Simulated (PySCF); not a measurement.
## C₄H₆Br₂Sn: geometry relaxation (part 2 of 2)

C₄H₆Br₂Sn (Sn(vinyl)2Br2), SMILES C=[CH][Sn]([Br])([Br])[CH]=C; PBE0-D3(BJ)/def2-SVP geometry optimisation, gas phase (PySCF 2.14.0). It belongs to a series of runs on one base structure; here: two ligands: Cl to Br.

Geometry of the input (Å):
```
Sn -0.3496  -0.4584  -0.4034
C  -0.9148  -0.6299  1.7316
C  -1.7631  0.2018  2.3401
H  -0.3358  -1.4605  2.2011
H  -2.1720  1.0383  1.8543
H  -1.9543  0.0871  3.4045
C  1.6744  -0.3282  -1.2507
C  2.1806  0.7646  -1.8484
H  2.1850  -1.2326  -1.1088
H  1.5741  1.6636  -1.8948
H  3.1034  0.7438  -2.2287
Br -1.4946  1.7773  -1.1098
Br -1.7024  -2.2190  -1.6647
```

## Trajectory as extended XYZ, continued
```
13
Properties=species:S:1:pos:R:3:forces:R:3 step=17 energy=-150130.04022
Sn   -0.4063   -0.3469   -0.4109    0.0137   0.0155   0.0212
C    -0.8475   -0.5978    1.6492    0.0037  -0.0003   0.0072
C    -1.6852    0.2103    2.2998    0.0085   0.0069   0.0019
H    -0.3920   -1.4583    2.1536   -0.0103  -0.0053  -0.0034
H    -2.1621    1.0691    1.8147   -0.0062   0.0022  -0.0040
H    -1.9316    0.0430    3.3548   -0.0088  -0.0008  -0.0035
C     1.5782   -0.3382   -1.1582    0.0060   0.0033   0.0044
C     2.0865    0.7163   -1.7968   -0.0195  -0.0081  -0.0076
H     2.1610   -1.2588   -1.0378    0.0027  -0.0031   0.0072
H     1.5121    1.6369   -1.9490    0.0017  -0.0016  -0.0025
H     3.1028    0.6981   -2.2064    0.0116  -0.0043  -0.0083
Br   -1.4364    1.8179   -1.1299   -0.0002   0.0013  -0.0079
Br   -1.5489   -2.2439   -1.5608   -0.0028  -0.0058  -0.0049
13
Properties=species:S:1:pos:R:3:forces:R:3 step=18 energy=-150130.04021
Sn   -0.4062   -0.3469   -0.4108    0.0136   0.0155   0.0211
C    -0.8475   -0.5978    1.6493    0.0037  -0.0002   0.0072
C    -1.6852    0.2104    2.2998    0.0086   0.0068   0.0017
H    -0.3921   -1.4583    2.1536   -0.0104  -0.0052  -0.0034
H    -2.1621    1.0691    1.8147   -0.0061   0.0021  -0.0040
H    -1.9317    0.0430    3.3548   -0.0088  -0.0008  -0.0034
C     1.5782   -0.3382   -1.1582    0.0060   0.0032   0.0046
C     2.0865    0.7163   -1.7969   -0.0190  -0.0082  -0.0077
H     2.1610   -1.2588   -1.0378    0.0026  -0.0029   0.0072
H     1.5121    1.6369   -1.9491    0.0017  -0.0016  -0.0024
H     3.1027    0.6980   -2.2065    0.0111  -0.0043  -0.0081
Br   -1.4363    1.8180   -1.1299   -0.0002   0.0013  -0.0078
Br   -1.5488   -2.2439   -1.5608   -0.0028  -0.0058  -0.0048
13
Properties=species:S:1:pos:R:3:forces:R:3 step=19 energy=-150130.04020
Sn   -0.4061   -0.3469   -0.4107    0.0135   0.0153   0.0209
C    -0.8476   -0.5978    1.6493    0.0039  -0.0002   0.0071
C    -1.6853    0.2104    2.2998    0.0085   0.0068   0.0016
H    -0.3922   -1.4583    2.1537   -0.0104  -0.0051  -0.0034
H    -2.1621    1.0692    1.8147   -0.0061   0.0021  -0.0040
H    -1.9319    0.0430    3.3548   -0.0088  -0.0008  -0.0033
C     1.5783   -0.3382   -1.1582    0.0060   0.0032   0.0047
C     2.0865    0.7162   -1.7969   -0.0184  -0.0083  -0.0079
H     2.1611   -1.2588   -1.0378    0.0025  -0.0027   0.0072
H     1.5121    1.6368   -1.9492    0.0017  -0.0016  -0.0024
H     3.1027    0.6980   -2.2066    0.0106  -0.0043  -0.0079
Br   -1.4361    1.8180   -1.1299   -0.0002   0.0013  -0.0078
Br   -1.5488   -2.2439   -1.5607   -0.0028  -0.0057  -0.0048
13
Properties=species:S:1:pos:R:3:forces:R:3 step=20 energy=-150130.04019
Sn   -0.4060   -0.3468   -0.4106    0.0134   0.0153   0.0208
C    -0.8476   -0.5977    1.6494    0.0039   0.0000   0.0071
C    -1.6854    0.2104    2.2998    0.0083   0.0069   0.0015
H    -0.3924   -1.4583    2.1538   -0.0104  -0.0052  -0.0034
H    -2.1621    1.0692    1.8146   -0.0059   0.0019  -0.0039
H    -1.9320    0.0430    3.3548   -0.0088  -0.0008  -0.0035
C     1.5783   -0.3382   -1.1582    0.0060   0.0032   0.0049
C     2.0866    0.7162   -1.7970   -0.0178  -0.0082  -0.0083
H     2.1611   -1.2589   -1.0378    0.0025  -0.0026   0.0071
H     1.5121    1.6368   -1.9492    0.0017  -0.0017  -0.0023
H     3.1027    0.6979   -2.2068    0.0101  -0.0043  -0.0077
Br   -1.4359    1.8181   -1.1299   -0.0002   0.0012  -0.0078
Br   -1.5487   -2.2438   -1.5606   -0.0028  -0.0057  -0.0048
13
Properties=species:S:1:pos:R:3:forces:R:3 step=21 energy=-150130.04018
Sn   -0.4059   -0.3468   -0.4105    0.0132   0.0152   0.0206
C    -0.8477   -0.5977    1.6494    0.0040   0.0001   0.0070
C    -1.6854    0.2104    2.2998    0.0081   0.0070   0.0016
H    -0.3925   -1.4583    2.1538   -0.0103  -0.0052  -0.0033
H    -2.1622    1.0693    1.8146   -0.0058   0.0019  -0.0039
H    -1.9322    0.0431    3.3548   -0.0088  -0.0008  -0.0034
C     1.5784   -0.3383   -1.1582    0.0060   0.0032   0.0050
C     2.0866    0.7162   -1.7971   -0.0172  -0.0082  -0.0085
H     2.1612   -1.2589   -1.0379    0.0024  -0.0025   0.0071
H     1.5120    1.6368   -1.9493    0.0017  -0.0017  -0.0023
H     3.1027    0.6979   -2.2069    0.0096  -0.0043  -0.0075
Br   -1.4358    1.8181   -1.1299   -0.0002   0.0012  -0.0077
Br   -1.5486   -2.2438   -1.5605   -0.0027  -0.0056  -0.0047
13
Properties=species:S:1:pos:R:3:forces:R:3 step=22 energy=-150130.04017
Sn   -0.4058   -0.3468   -0.4104    0.0131   0.0151   0.0206
C    -0.8477   -0.5977    1.6495    0.0040   0.0002   0.0071
C    -1.6855    0.2105    2.2998    0.0082   0.0069   0.0014
H    -0.3926   -1.4583    2.1539   -0.0104  -0.0051  -0.0034
H    -2.1622    1.0693    1.8146   -0.0057   0.0018  -0.0038
H    -1.9324    0.0431    3.3547   -0.0088  -0.0008  -0.0034
C     1.5784   -0.3383   -1.1582    0.0060   0.0031   0.0052
C     2.0866    0.7161   -1.7971   -0.0167  -0.0084  -0.0087
H     2.1612   -1.2589   -1.0379    0.0023  -0.0023   0.0071
H     1.5120    1.6367   -1.9493    0.0016  -0.0017  -0.0022
H     3.1027    0.6978   -2.2071    0.0092  -0.0043  -0.0074
Br   -1.4356    1.8181   -1.1299   -0.0002   0.0012  -0.0077
Br   -1.5486   -2.2438   -1.5605   -0.0027  -0.0056  -0.0047
13
Properties=species:S:1:pos:R:3:forces:R:3 step=23 energy=-150130.04016
Sn   -0.4058   -0.3468   -0.4103    0.0130   0.0150   0.0204
C    -0.8477   -0.5977    1.6496    0.0042   0.0002   0.0069
C    -1.6856    0.2105    2.2998    0.0081   0.0069   0.0013
H    -0.3927   -1.4583    2.1540   -0.0104  -0.0050  -0.0034
H    -2.1622    1.0694    1.8146   -0.0057   0.0018  -0.0038
H    -1.9325    0.0431    3.3547   -0.0088  -0.0008  -0.0033
C     1.5785   -0.3383   -1.1582    0.0060   0.0030   0.0054
C     2.0866    0.7161   -1.7972   -0.0162  -0.0085  -0.0088
H     2.1613   -1.2590   -1.0379    0.0022  -0.0021   0.0071
H     1.5120    1.6367   -1.9494    0.0016  -0.0017  -0.0022
H     3.1027    0.6978   -2.2072    0.0088  -0.0043  -0.0072
Br   -1.4354    1.8182   -1.1299   -0.0002   0.0011  -0.0076
Br   -1.5485   -2.2438   -1.5604   -0.0027  -0.0055  -0.0046
13
Properties=species:S:1:pos:R:3:forces:R:3 step=24 energy=-150130.04015
Sn   -0.4057   -0.3468   -0.4103    0.0128   0.0150   0.0202
C    -0.8478   -0.5977    1.6496    0.0041   0.0004   0.0070
C    -1.6856    0.2105    2.2999    0.0080   0.0070   0.0013
H    -0.3928   -1.4583    2.1541   -0.0104  -0.0051  -0.0033
H    -2.1622    1.0694    1.8146   -0.0055   0.0016  -0.0037
H    -1.9327    0.0431    3.3547   -0.0087  -0.0008  -0.0034
C     1.5785   -0.3383   -1.1582    0.0060   0.0030   0.0055
C     2.0866    0.7161   -1.7973   -0.0157  -0.0084  -0.0091
H     2.1613   -1.2590   -1.0379    0.0023  -0.0021   0.0071
H     1.5120    1.6366   -1.9494    0.0016  -0.0018  -0.0021
H     3.1027    0.6978   -2.2073    0.0083  -0.0043  -0.0070
Br   -1.4353    1.8182   -1.1298   -0.0002   0.0011  -0.0076
Br   -1.5485   -2.2437   -1.5603   -0.0027  -0.0056  -0.0047
13
Properties=species:S:1:pos:R:3:forces:R:3 step=25 energy=-150130.04014
Sn   -0.4056   -0.3468   -0.4102    0.0127   0.0148   0.0200
C    -0.8478   -0.5977    1.6497    0.0043   0.0004   0.0068
C    -1.6857    0.2106    2.2999    0.0078   0.0071   0.0013
H    -0.3929   -1.4584    2.1541   -0.0104  -0.0051  -0.0033
H    -2.1622    1.0695    1.8146   -0.0055   0.0016  -0.0037
H    -1.9328    0.0431    3.3547   -0.0087  -0.0008  -0.0034
C     1.5786   -0.3384   -1.1582    0.0060   0.0030   0.0056
C     2.0866    0.7160   -1.7973   -0.0152  -0.0084  -0.0093
H     2.1614   -1.2590   -1.0380    0.0023  -0.0021   0.0071
H     1.5120    1.6366   -1.9495    0.0016  -0.0018  -0.0021
H     3.1027    0.6977   -2.2075    0.0078  -0.0043  -0.0069
Br   -1.4351    1.8183   -1.1298   -0.0001   0.0011  -0.0076
Br   -1.5484   -2.2437   -1.5602   -0.0027  -0.0055  -0.0046
13
Properties=species:S:1:pos:R:3:forces:R:3 step=26 energy=-150130.04013
Sn   -0.4055   -0.3467   -0.4101    0.0124   0.0147   0.0197
C    -0.8479   -0.5977    1.6497    0.0045   0.0005   0.0067
C    -1.6858    0.2106    2.2999    0.0075   0.0073   0.0014
H    -0.3930   -1.4584    2.1542   -0.0103  -0.0053  -0.0032
H    -2.1623    1.0695    1.8146   -0.0054   0.0015  -0.0037
H    -1.9330    0.0431    3.3547   -0.0087  -0.0009  -0.0034
C     1.5786   -0.3384   -1.1582    0.0060   0.0031   0.0058
C     2.0866    0.7160   -1.7974   -0.0146  -0.0082  -0.0097
H     2.1614   -1.2590   -1.0380    0.0023  -0.0021   0.0071
H     1.5120    1.6366   -1.9495    0.0017  -0.0020  -0.0020
H     3.1027    0.6977   -2.2076    0.0074  -0.0043  -0.0067
Br   -1.4349    1.8183   -1.1298   -0.0001   0.0010  -0.0075
Br   -1.5483   -2.2437   -1.5601   -0.0026  -0.0055  -0.0046
13
Properties=species:S:1:pos:R:3:forces:R:3 step=27 energy=-150130.04012
Sn   -0.4054   -0.3467   -0.4100    0.0125   0.0147   0.0199
C    -0.8479   -0.5977    1.6498    0.0043   0.0007   0.0069
C    -1.6859    0.2106    2.2999    0.0078   0.0069   0.0010
H    -0.3931   -1.4584    2.1543   -0.0104  -0.0050  -0.0033
H    -2.1623    1.0696    1.8145   -0.0053   0.0014  -0.0036
H    -1.9332    0.0432    3.3547   -0.0087  -0.0008  -0.0035
C     1.5787   -0.3384   -1.1583    0.0061   0.0029   0.0059
C     2.0866    0.7159   -1.7975   -0.0143  -0.0085  -0.0097
H     2.1615   -1.2591   -1.0380    0.0021  -0.0018   0.0070
H     1.5120    1.6365   -1.9496    0.0016  -0.0018  -0.0020
H     3.1027    0.6976   -2.2078    0.0072  -0.0043  -0.0066
Br   -1.4348    1.8183   -1.1298   -0.0001   0.0010  -0.0075
Br   -1.5483   -2.2437   -1.5601   -0.0026  -0.0055  -0.0046
13
Properties=species:S:1:pos:R:3:forces:R:3 step=28 energy=-150130.04011
Sn   -0.4053   -0.3467   -0.4099    0.0123   0.0146   0.0196
C    -0.8480   -0.5976    1.6499    0.0045   0.0007   0.0068
C    -1.6859    0.2107    2.2999    0.0076   0.0070   0.0010
H    -0.3932   -1.4584    2.1544   -0.0104  -0.0050  -0.0033
H    -2.1623    1.0696    1.8145   -0.0052   0.0014  -0.0036
H    -1.9333    0.0432    3.3547   -0.0087  -0.0008  -0.0034
C     1.5787   -0.3384   -1.1583    0.0060   0.0029   0.0061
C     2.0866    0.7159   -1.7975   -0.0139  -0.0085  -0.0099
H     2.1615   -1.2591   -1.0380    0.0021  -0.0017   0.0070
H     1.5120    1.6365   -1.9497    0.0016  -0.0019  -0.0020
H     3.1026    0.6976   -2.2079    0.0068  -0.0043  -0.0065
Br   -1.4346    1.8184   -1.1298   -0.0001   0.0010  -0.0074
Br   -1.5482   -2.2437   -1.5600   -0.0026  -0.0054  -0.0045
13
Properties=species:S:1:pos:R:3:forces:R:3 step=29 energy=-150130.04010
Sn   -0.4052   -0.3467   -0.4098    0.0122   0.0145   0.0194
C    -0.8480   -0.5976    1.6499    0.0046   0.0007   0.0067
C    -1.6860    0.2107    2.2999    0.0075   0.0071   0.0010
H    -0.3933   -1.4584    2.1544   -0.0104  -0.0050  -0.0033
H    -2.1623    1.0697    1.8145   -0.0052   0.0014  -0.0036
H    -1.9335    0.0432    3.3546   -0.0087  -0.0008  -0.0033
C     1.5788   -0.3385   -1.1583    0.0060   0.0029   0.0063
C     2.0866    0.7159   -1.7976   -0.0135  -0.0085  -0.0100
H     2.1616   -1.2591   -1.0381    0.0021  -0.0016   0.0070
H     1.5120    1.6364   -1.9497    0.0016  -0.0019  -0.0019
H     3.1026    0.6975   -2.2080    0.0064  -0.0043  -0.0064
Br   -1.4345    1.8184   -1.1298   -0.0001   0.0009  -0.0074
Br   -1.5481   -2.2436   -1.5599   -0.0026  -0.0053  -0.0045
13
Properties=species:S:1:pos:R:3:forces:R:3 step=30 energy=-150130.04009
Sn   -0.4052   -0.3467   -0.4098    0.0120   0.0143   0.0192
C    -0.8481   -0.5976    1.6500    0.0049   0.0007   0.0065
C    -1.6861    0.2107    2.2999    0.0073   0.0072   0.0011
H    -0.3935   -1.4584    2.1545   -0.0104  -0.0050  -0.0032
H    -2.1623    1.0697    1.8145   -0.0051   0.0015  -0.0036
H    -1.9336    0.0432    3.3546   -0.0087  -0.0009  -0.0032
C     1.5788   -0.3385   -1.1583    0.0060   0.0029   0.0064
C     2.0866    0.7158   -1.7976   -0.0130  -0.0085  -0.0102
H     2.1616   -1.2592   -1.0381    0.0021  -0.0015   0.0070
H     1.5120    1.6364   -1.9498    0.0016  -0.0019  -0.0019
H     3.1026    0.6975   -2.2082    0.0061  -0.0043  -0.0062
Br   -1.4343    1.8184   -1.1298   -0.0001   0.0009  -0.0074
Br   -1.5481   -2.2436   -1.5598   -0.0025  -0.0053  -0.0044
```

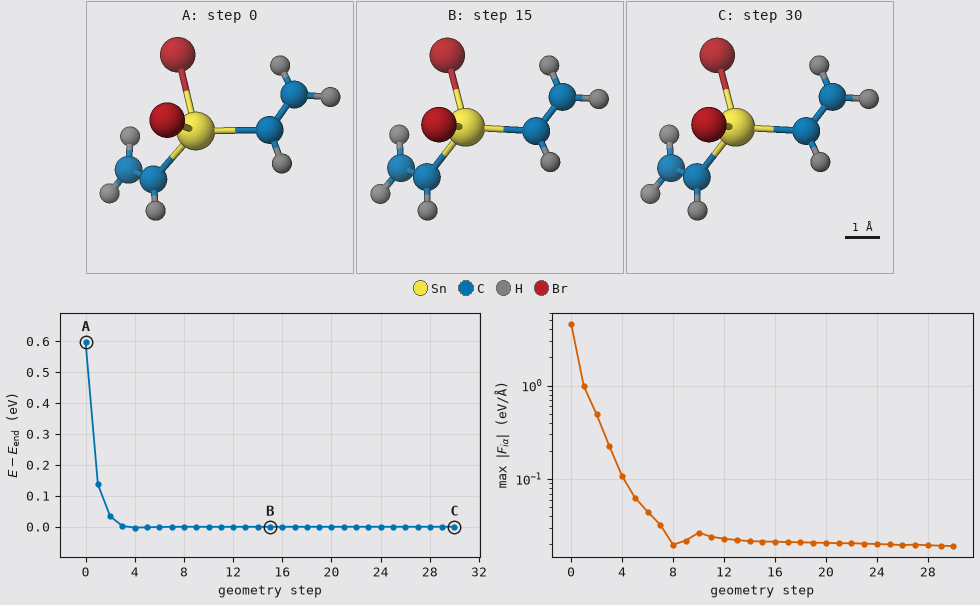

Fig. 1: Frames of the relaxation (ball-and-stick view, seen at a tilt) above the curves, on which the letters mark them (steps are counted from 0).

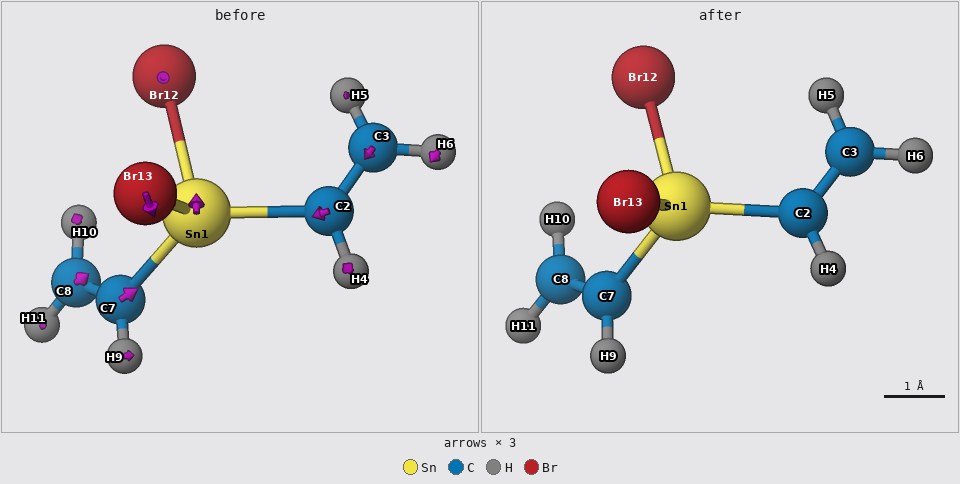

Fig. 2: Before (left) and after (right) the relaxation, at one scale (ball-and-stick view, seen at a tilt). The pink arrows give the displacements, magnified 3 times. The atom that moves furthest after the best rigid fit is Br13 (0.17 Å). Largest moves by element: Br 0.17 Å, C 0.13 Å, Sn 0.13 Å, H 0.09 Å. Among the contacts that change: Sn1–Br12 2.609 → 2.503 Å, C8–H11 0.998 → 1.096 Å, Sn1–C2 2.215 → 2.122 Å, Sn1–C7 2.198 → 2.121 Å. Among the angles that change: Sn1–C2–H4 109.3° → 116.9°, Sn1–C7–H9 110.2° → 117.1°, Br12–Sn1–Br13 103.0° → 109.7°. The energy falls by 0.597 eV in 30 geometry steps. The largest force component goes from 4.6 to 0.019 eV/Å. (Atoms are counted from 1 in the order of the input.)

## Results in brief

| quantity | value |
| --- | --- |
| outcome | converged |
| total energy | −5517.177257 hartree |
| dipole moment | 3.27 D |
| point group | C1 |
| wall time | 6.9 min |
| peak memory | 0.93 GiB |

## Notes

Checks after the run noted: forces and energy converged, displacements not (flat surface).
